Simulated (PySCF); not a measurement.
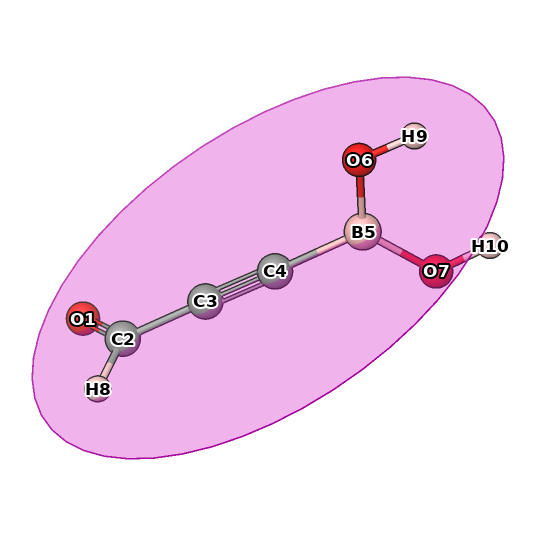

A disc through the centre of mass is drawn in. Depth is shown by fading: the farther an atom, the more it takes the colour of the background. The geometry was computed by an optimisation with PBE0-D3(BJ)/def2-SVP. No frequency run is at hand to confirm it as a minimum.

**Is the plane of the disc a mirror plane of the structure?**

Yes. The reflection leaves O1, C2, C3, C4, B5, H8 in place and moves O6 ↔ O7; H9 ↔ H10. The point group is Cs.
